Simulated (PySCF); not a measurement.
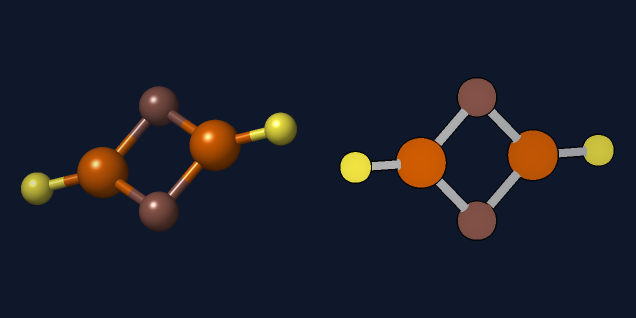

The same structure drawn twice, from different directions. Colours: beryllium orange, hydrogen yellow, fluorine brown.

Computed geometry: PBE0-D3(BJ)/def2-SVP optimisation. No frequency run is at hand to confirm it as a minimum.

What does the picture show?

The molecule is Be2F2H2. The point group is D2h. All atoms lie on one plane. Coordination, clear cases only: 2 F bent.

More results for the same structure follow; atom numbers are the same in all pictures, views and colours differ.

### Electronic properties

No frequency run is at hand to confirm it as a minimum. Properties computed with B3LYP/def2-SVPD, gas phase (PySCF 2.14.0). Excitations: vertical, linear response.

Question: Estimate the mean static polarisability.

Answer: 32.4 bohr³.

Question: Estimate the brightest of the 10 lowest singlets.

Answer: 7.47 eV.

Question: Estimate the HOMO energy (Kohn–Sham orbital).

Answer: −8.83 eV.

Question: What is the HOMO–LUMO gap?

Answer: 8.03 eV.

### NMR shielding

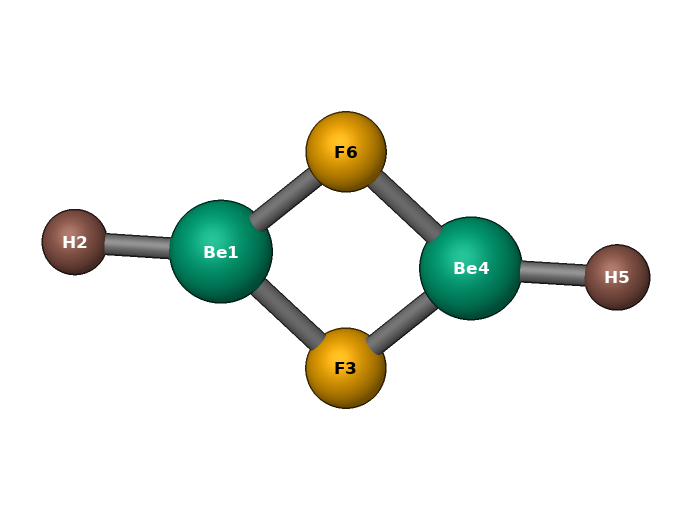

No frequency run is at hand to confirm it as a minimum. Level of theory: GIAO PBE0/pcSseg-1 NMR shielding, non-relativistic, gas phase (PySCF 2.14.0). Principal shieldings σ11 ≤ σ22 ≤ σ33, span Ω = σ33 − σ11, skew κ = 3(σiso − σ22)/Ω.

Give the shielding tensors of the F atoms.

```tsv
atom	σ11	σ22	σ33	σiso	Ω	κ
F3, F6	286.9	309.7	380.3	325.7	93.4	0.51
```

Shieldings and span in ppm.

### Charges

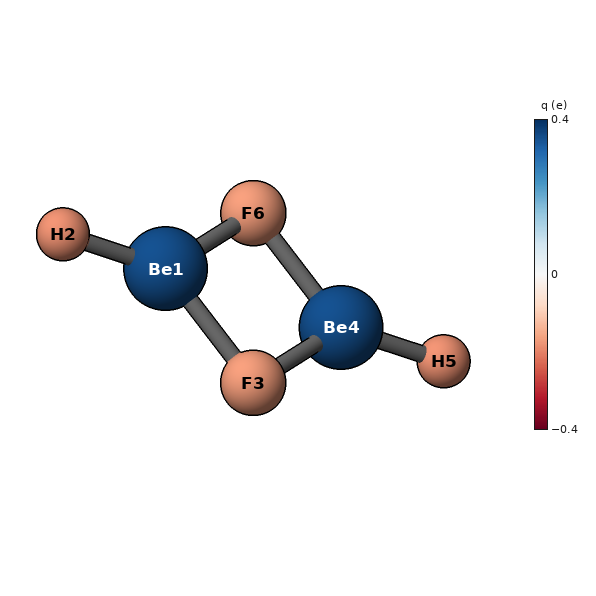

Atoms are coloured by their Hirshfeld charges. No frequency run is at hand to confirm it as a minimum. Method: PBE0/pcSseg-1, gas phase (PySCF 2.14.0).

Give the Hirshfeld charges atom by atom.

```csv
atom,value (e)
Be1,0.35
H2,−0.18
F3,−0.17
Be4,0.35
H5,−0.18
F6,−0.17
```
